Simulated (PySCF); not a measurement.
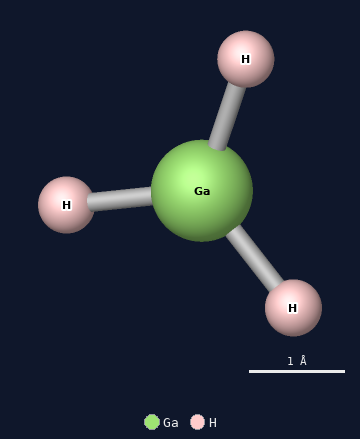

*The structure as given in the input (ball-and-stick view, seen at a tilt). Sticks mark near contacts.*

Bond lengths as drawn: Ga–H 1.57 Å.

Run report: GaH3, geometry relaxation

System: GaH3.
Method: MP2/6-311G**, RHF (PySCF 2.14.0).

The geometry comes from this level: GFN2-xTB.

**Log**
```
converged SCF energy = -1924.92057390446
E(RMP2) = -1925.16819271441  E_corr = -0.247618809952209
E(SCS-RMP2) = -1925.15883915239  E_corr = -0.238265247926546

#|     Arguments passed to driver run_optimizer():      |#
convergence_set           GAU_TIGHT
customengine              <pyscf.geomopt.geometric_solver.PySCFEngine object>
maxiter                   60
----------------------------------------------------------
Custom engine selected.
Bonds will be generated from interatomic distances less than 1.20 times sum of covalent radii
12 internal coordinates being used (instead of 12 Cartesians)
Internal coordinate system (atoms numbered from 1):
Distance 1-2
Distance 1-3
Distance 1-4
Angle 2-1-4
Angle 3-1-4
Out-of-Plane 1-2-3-4
Translation-X 1-4
Translation-Y 1-4
Translation-Z 1-4
Rotation-A 1-4
Rotation-B 1-4
Rotation-C 1-4
<class 'geometric.internal.Distance'> : 3
<class 'geometric.internal.Angle'> : 2
<class 'geometric.internal.OutOfPlane'> : 1
<class 'geometric.internal.TranslationX'> : 1
<class 'geometric.internal.TranslationY'> : 1
<class 'geometric.internal.TranslationZ'> : 1
<class 'geometric.internal.RotationA'> : 1
<class 'geometric.internal.RotationB'> : 1
<class 'geometric.internal.RotationC'> : 1
> ===== Optimization Info: ====
> Job type: Energy minimization
> Maximum number of optimization cycles: 60
> Initial / maximum trust radius (Angstrom): 0.100 / 0.300
> Convergence Criteria:
> Will converge when all 5 criteria are reached:
>  |Delta-E| < 1.00e-06
>  RMS-Grad  < 1.00e-05
>  Max-Grad  < 1.50e-05
>  RMS-Disp  < 4.00e-05
>  Max-Disp  < 6.00e-05
> === End Optimization Info ===

Geometry optimization cycle 1
Cartesian coordinates (Angstrom)
 Atom        New coordinates             dX        dY        dZ
  Ga  -0.000160   0.000060   0.001280    0.000000  0.000000  0.000000
   H   1.566090  -0.029140   0.013370    0.000000  0.000000  0.000000
   H  -0.757820   1.371010  -0.018620    0.000000 -0.000000  0.000000
   H  -0.808110  -1.341930   0.003970    0.000000  0.000000  0.000000

WARN: Mole.unit (angstrom) is changed to Bohr

converged SCF energy = -1924.92057390445
E(RMP2_Scanner) = -1925.16819273238  E_corr = -0.247618827925579
E(SCS-RMP2_Scanner) = -1925.15883916682  E_corr = -0.238265262374738
--------------- RMP2_Scanner gradients ---------------
         x                y                z
0 Ga    -0.0000430386    -0.0000055387     0.0002117623
1 H     0.0052427472    -0.0001058193    -0.0000244488
2 H    -0.0025249301     0.0045853250    -0.0001314622
3 H    -0.0026747785    -0.0044739670    -0.0000558513
----------------------------------------------
cycle 1: E = -1925.16819273  dE = -1925.17  norm(grad) = 0.00906293
Step    0 : Gradient = 4.531e-03/5.244e-03 (rms/max) Energy = -1925.1681927324
Hessian Eigenvalues: 4.50000e-02 5.00000e-02 5.00000e-02 ... 1.42491e-01 1.60000e-01 1.60000e-01

Geometry optimization cycle 2
Cartesian coordinates (Angstrom)
 Atom        New coordinates             dX        dY        dZ
  Ga  -0.000060   0.000019  -0.002455    0.000100 -0.000041 -0.003735
   H   1.546671  -0.028703   0.014444   -0.019419  0.000437  0.001074
   H  -0.748419   1.353953  -0.017148    0.009401 -0.017057  0.001472
   H  -0.798192  -1.325268   0.005160    0.009918  0.016662  0.001190
converged SCF energy = -1924.92005256748
E(RMP2_Scanner) = -1925.16845699747  E_corr = -0.248404429990966
E(SCS-RMP2_Scanner) = -1925.15893423728  E_corr = -0.238881669801537
--------------- RMP2_Scanner gradients ---------------
         x                y                z
0 Ga    -0.0000108442     0.0000058195    -0.0003845225
1 H    -0.0004957275     0.0000065222     0.0001237842
2 H     0.0002446847    -0.0004317304     0.0001339029
3 H     0.0002618870     0.0004193887     0.0001268353
----------------------------------------------
cycle 2: E = -1925.168457  dE = -0.000264265  norm(grad) = 0.00096637
Step    1 : Displace = 1.697e-02/1.953e-02 (rms/max) Trust = 1.000e-01 (=) Grad = 4.832e-04/5.140e-04 (rms/max) E (change) = -1925.1684569975 (-2.643e-04) Quality = 0.914
Hessian Eigenvalues: 4.52986e-02 5.00000e-02 5.00000e-02 ... 1.55750e-01 1.60000e-01 1.60024e-01

Geometry optimization cycle 3
Cartesian coordinates (Angstrom)
 Atom        New coordinates             dX        dY        dZ
  Ga  -0.000084   0.000064   0.004150   -0.000025  0.000046  0.006605
   H   1.548205  -0.028740   0.012256    0.001534 -0.000037 -0.002188
   H  -0.749145   1.355200  -0.019367   -0.000726  0.001247 -0.002219
   H  -0.798976  -1.326524   0.002962   -0.000784 -0.001256 -0.002198
converged SCF energy = -1924.92011486891
E(RMP2_Scanner) = -1925.16845697338  E_corr = -0.248342104478243
E(SCS-RMP2_Scanner) = -1925.15894744643  E_corr = -0.238832577527588
--------------- RMP2_Scanner gradients ---------------
         x                y                z
0 Ga    -0.0000147757     0.0000110572     0.0006527998
1 H    -0.0000366641    -0.0000041068    -0.0002179597
2 H     0.0000240854    -0.0000358631    -0.0002171575
3 H     0.0000273544     0.0000289126    -0.0002176826
----------------------------------------------
cycle 3: E = -1925.16845697  dE = 2.40855e-08  norm(grad) = 0.000757198
Step    2 : Displace = 4.025e-03/6.605e-03 (rms/max) Trust = 1.414e-01 (+) Grad = 3.786e-04/6.531e-04 (rms/max) E (change) = -1925.1684569734 (+2.409e-08) Quality = -0.005
Hessian Eigenvalues: 5.00000e-02 5.00000e-02 5.00000e-02 ... 1.42483e-01 1.59998e-01 1.60045e-01

Geometry optimization cycle 4
Cartesian coordinates (Angstrom)
 Atom        New coordinates             dX        dY        dZ
  Ga  -0.000026   0.000052   0.000698    0.000058 -0.000012 -0.003451
   H   1.548595  -0.028768   0.013410    0.000390 -0.000028  0.001154
   H  -0.749385   1.355516  -0.018221   -0.000240  0.000316  0.001146
   H  -0.799184  -1.326800   0.004113   -0.000208 -0.000275  0.001151
converged SCF energy = -1924.92013359374
E(RMP2_Scanner) = -1925.1684602886  E_corr = -0.248326694852407
E(SCS-RMP2_Scanner) = -1925.15895398482  E_corr = -0.238820391073943
--------------- RMP2_Scanner gradients ---------------
         x                y                z
0 Ga    -0.0000057479     0.0000081142     0.0001099738
1 H     0.0000746618    -0.0000068022    -0.0000359945
2 H    -0.0000356515     0.0000631220    -0.0000375413
3 H    -0.0000332623    -0.0000644340    -0.0000364380
----------------------------------------------
cycle 4: E = -1925.16846029  dE = -3.31521e-06  norm(grad) = 0.000179889
Step    3 : Displace = 2.020e-03/3.452e-03 (rms/max) Trust = 2.013e-03 (-) Grad = 8.994e-05/1.104e-04 (rms/max) E (change) = -1925.1684602886 (-3.315e-06) Quality = 0.918
Hessian Eigenvalues: 5.00000e-02 5.00000e-02 5.00000e-02 ... 1.42481e-01 1.59961e-01 1.60351e-01

Geometry optimization cycle 5
Cartesian coordinates (Angstrom)
 Atom        New coordinates             dX        dY        dZ
  Ga  -0.000027   0.000001  -0.000048   -0.000001 -0.000051 -0.000746
   H   1.548243  -0.028683   0.013655   -0.000353  0.000085  0.000245
   H  -0.749160   1.355216  -0.017968    0.000225 -0.000300  0.000253
   H  -0.799055  -1.326534   0.004361    0.000129  0.000266  0.000248
converged SCF energy = -1924.92011956356
E(RMP2_Scanner) = -1925.16846039145  E_corr = -0.248340827888952
E(SCS-RMP2_Scanner) = -1925.15895108448  E_corr = -0.238831520919141
--------------- RMP2_Scanner gradients ---------------
         x                y                z
0 Ga    -0.0000038246     0.0000025201    -0.0000075520
1 H    -0.0000310275     0.0000008205     0.0000022237
2 H     0.0000178838    -0.0000264971     0.0000028788
3 H     0.0000169683     0.0000231566     0.0000024496
----------------------------------------------
cycle 5: E = -1925.16846039  dE = -1.02853e-07  norm(grad) = 5.39138e-05
Step    4 : Displace = 5.254e-04/7.479e-04 (rms/max) Trust = 2.846e-03 (+) Grad = 2.696e-05/3.210e-05 (rms/max) E (change) = -1925.1684603914 (-1.029e-07) Quality = 0.588
Hessian Eigenvalues: 5.00000e-02 5.00000e-02 5.00000e-02 ... 1.53093e-01 1.60092e-01 1.62401e-01

Geometry optimization cycle 6
Cartesian coordinates (Angstrom)
 Atom        New coordinates             dX        dY        dZ
  Ga  -0.000013   0.000008  -0.000009    0.000014  0.000007  0.000039
   H   1.548363  -0.028703   0.013643    0.000120 -0.000019 -0.000012
   H  -0.749238   1.355295  -0.017982   -0.000078  0.000079 -0.000014
   H  -0.799111  -1.326600   0.004348   -0.000055 -0.000066 -0.000013
converged SCF energy = -1924.92012391135
E(RMP2_Scanner) = -1925.16846059479  E_corr = -0.248336683442193
E(SCS-RMP2_Scanner) = -1925.15895218131  E_corr = -0.238828269961898
--------------- RMP2_Scanner gradients ---------------
         x                y                z
0 Ga    -0.0000027784     0.0000011160    -0.0000013788
1 H     0.0000018147    -0.0000009332     0.0000004721
2 H     0.0000000394     0.0000014863     0.0000004362
3 H     0.0000009242    -0.0000016691     0.0000004706
----------------------------------------------
cycle 6: E = -1925.16846059  dE = -2.03341e-07  norm(grad) = 4.63847e-06
Step    5 : Displace = 9.588e-05/1.218e-04 (rms/max) Trust = 2.846e-03 (=) Grad = 2.319e-06/3.296e-06 (rms/max) E (change) = -1925.1684605948 (-2.033e-07) Quality = 21.259
Hessian Eigenvalues: 5.00000e-02 5.00000e-02 5.00000e-02 ... 1.51254e-01 1.59307e-01 1.70927e-01

Geometry optimization cycle 7
Cartesian coordinates (Angstrom)
 Atom        New coordinates             dX        dY        dZ
  Ga  -0.000008   0.000005   0.000000    0.000005 -0.000003  0.000009
   H   1.548362  -0.028697   0.013640   -0.000000  0.000006 -0.000003
   H  -0.749237   1.355285  -0.017985    0.000002 -0.000010 -0.000003
   H  -0.799117  -1.326593   0.004345   -0.000006  0.000007 -0.000003
converged SCF energy = -1924.92012373997
E(RMP2_Scanner) = -1925.16846037299  E_corr = -0.248336633021282
E(SCS-RMP2_Scanner) = -1925.15895195323  E_corr = -0.238828213258513
--------------- RMP2_Scanner gradients ---------------
         x                y                z
0 Ga    -0.0000015235     0.0000009733     0.0000000610
1 H     0.0000001512    -0.0000005024    -0.0000000219
2 H     0.0000005324     0.0000000903    -0.0000000236
3 H     0.0000008400    -0.0000005612    -0.0000000154
----------------------------------------------
cycle 7: E = -1925.16846037  dE = 2.21801e-07  norm(grad) = 2.2047e-06
```

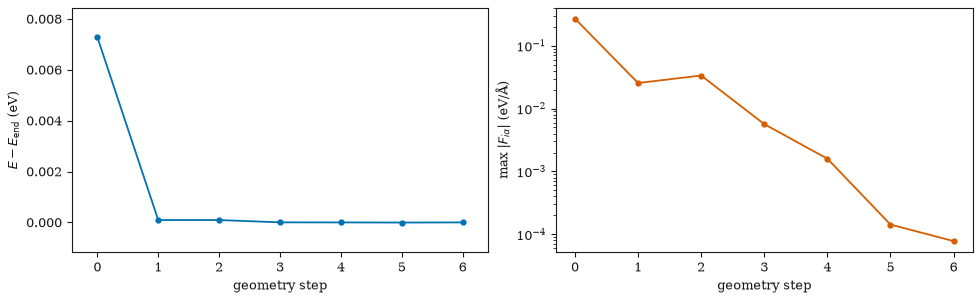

*Progress of the relaxation, step by step (steps are counted from 0).*

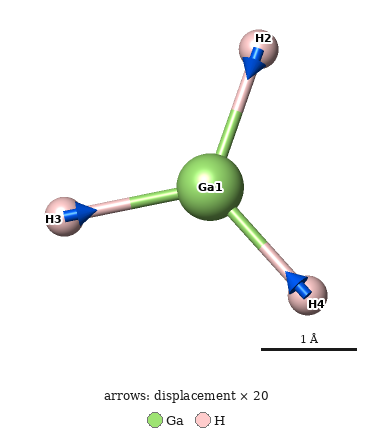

*The starting structure with the displacements as blue arrows, magnified 20 times (ball-and-stick view, seen at a tilt). The two geometries are laid on each other by the best rigid fit.*

The largest moves after the best rigid fit, 0.018 Å, are those of H2, H3 and H4. Largest moves by element: H 0.018 Å, Ga 0.001 Å. Among the contacts that change: Ga1–H2 1.567 → 1.549 Å. After 6 geometry steps the energy has fallen by 0.007 eV. The largest force component goes from 0.27 to under 0.0001 eV/Å. (Atoms are counted from 1 in the order of the input.)

```
Step    6 : Displace = 9.556e-06/1.096e-05 (rms/max) Trust = 4.025e-03 (+) Grad = 1.102e-06/1.809e-06 (rms/max) E (change) = -1925.1684603730 (+2.218e-07) Quality = -3241.061
Hessian Eigenvalues: 5.00000e-02 5.00000e-02 5.00000e-02 ... 1.51254e-01 1.59307e-01 1.70927e-01
Converged! =D

converged: True
Ga         -0.00000820        0.00000495        0.00000038
H           1.54836215       -0.02869692        0.01363999
H          -0.74923672        1.35528497       -0.01798514
H          -0.79911723       -1.32659300        0.00434477
converged SCF energy = -1924.92012373997
E(RMP2) = -1925.16846046546  E_corr = -0.248336725489493
E(SCS-RMP2) = -1925.15895203417  E_corr = -0.238828294198812
E(MP2) = -1925.168460465
```

**Trajectory as extended XYZ (Å, eV, eV/Å), 7 frames, from step=0 to step=6**
```
4
Properties=species:S:1:pos:R:3:forces:R:3 step=0 energy=-52386.49528
Ga   -0.0002    0.0001    0.0013    0.0022   0.0003  -0.0109
H     1.5661   -0.0291    0.0134   -0.2696   0.0054   0.0013
H    -0.7578    1.3710   -0.0186    0.1298  -0.2358   0.0068
H    -0.8081   -1.3419    0.0040    0.1375   0.2301   0.0029
4
Properties=species:S:1:pos:R:3:forces:R:3 step=1 energy=-52386.50247
Ga   -0.0001    0.0000   -0.0025    0.0006  -0.0003   0.0198
H     1.5467   -0.0287    0.0144    0.0255  -0.0003  -0.0064
H    -0.7484    1.3540   -0.0171   -0.0126   0.0222  -0.0069
H    -0.7982   -1.3253    0.0052   -0.0135  -0.0216  -0.0065
4
Properties=species:S:1:pos:R:3:forces:R:3 step=2 energy=-52386.50247
Ga   -0.0001    0.0001    0.0042    0.0008  -0.0006  -0.0336
H     1.5482   -0.0287    0.0123    0.0019   0.0002   0.0112
H    -0.7491    1.3552   -0.0194   -0.0012   0.0018   0.0112
H    -0.7990   -1.3265    0.0030   -0.0014  -0.0015   0.0112
4
Properties=species:S:1:pos:R:3:forces:R:3 step=3 energy=-52386.50256
Ga    0.0000    0.0001    0.0007    0.0003  -0.0004  -0.0057
H     1.5486   -0.0288    0.0134   -0.0038   0.0003   0.0019
H    -0.7494    1.3555   -0.0182    0.0018  -0.0032   0.0019
H    -0.7992   -1.3268    0.0041    0.0017   0.0033   0.0019
4
Properties=species:S:1:pos:R:3:forces:R:3 step=4 energy=-52386.50256
Ga    0.0000    0.0000    0.0000    0.0002  -0.0001   0.0004
H     1.5482   -0.0287    0.0137    0.0016   0.0000  -0.0001
H    -0.7492    1.3552   -0.0180   -0.0009   0.0014  -0.0001
H    -0.7991   -1.3265    0.0044   -0.0009  -0.0012  -0.0001
4
Properties=species:S:1:pos:R:3:forces:R:3 step=5 energy=-52386.50257
Ga    0.0000    0.0000    0.0000    0.0001  -0.0001   0.0001
H     1.5484   -0.0287    0.0136   -0.0001   0.0000   0.0000
H    -0.7492    1.3553   -0.0180    0.0000  -0.0001   0.0000
H    -0.7991   -1.3266    0.0043    0.0000   0.0001   0.0000
4
Properties=species:S:1:pos:R:3:forces:R:3 step=6 energy=-52386.50256
Ga    0.0000    0.0000    0.0000    0.0001  -0.0001   0.0000
H     1.5484   -0.0287    0.0136    0.0000   0.0000   0.0000
H    -0.7492    1.3553   -0.0180    0.0000   0.0000   0.0000
H    -0.7991   -1.3266    0.0043    0.0000   0.0000   0.0000
```

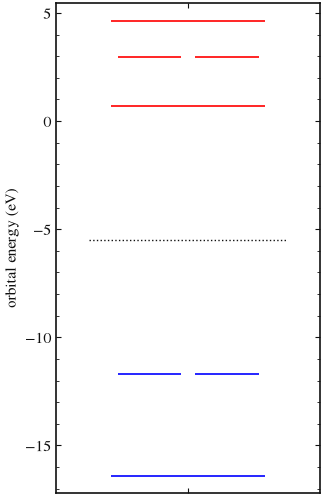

*Orbital energies near the frontier (SCF reference); the dotted line parts filled from empty levels, and levels within 0.02 eV of each other stand side by side.*

Highest filled −11.70 eV, lowest empty 0.68 eV, 12.38 eV apart.

The run was set up as follows.

**Input file (input.py)**
```python
from pyscf import gto, scf, mp
from pyscf.geomopt.geometric_solver import kernel as optimise

mol = gto.Mole()
mol.atom = 'geometry.xyz'
mol.spin = 0
mol.verbose = 3
mol.max_memory = 1860
mol.basis = '6-311g**'
mol.build()

mf = scf.RHF(mol)
mf.conv_tol = 1e-10
mf.kernel()
if not mf.converged:
    mf = mf.newton().run(mf.mo_coeff, mf.mo_occ)
pt = mp.MP2(mf, frozen=9).run()
converged, mol_eq = optimise(pt, maxsteps=60, convergence_set='GAU_TIGHT')
print('converged:', converged)
print(mol_eq.tostring())

mf.reset(mol_eq)
mol = mol_eq
mf.kernel()
if not mf.converged:
    mf = mf.newton().run(mf.mo_coeff, mf.mo_occ)
pt = mp.MP2(mf, frozen=9).run()
e_tot = pt.e_tot
print('E(%s) = %.9f' % ('MP2', e_tot))
```

**File geometry.xyz**
```
4
GaH3
Ga    -0.000160     0.000060     0.001280
H      1.566090    -0.029140     0.013370
H     -0.757820     1.371010    -0.018620
H     -0.808110    -1.341930     0.003970
```

Run as:
```bash
OMP_NUM_THREADS=1 python input.py
```

**Results in brief**

- outcome: converged
- total energy: −1925.168460 hartree
- SCF energy: −1924.920124 hartree
- correlation energy: −0.248337 hartree
- basis functions: 62
- HOMO of the SCF reference: −11.70 eV
- LUMO of the SCF reference: 0.68 eV
- hardware: 1 thread of Arm Neoverse V1, 24 GiB of memory available, shared host
- wall time: 19 s
- peak memory: 0.46 GiB
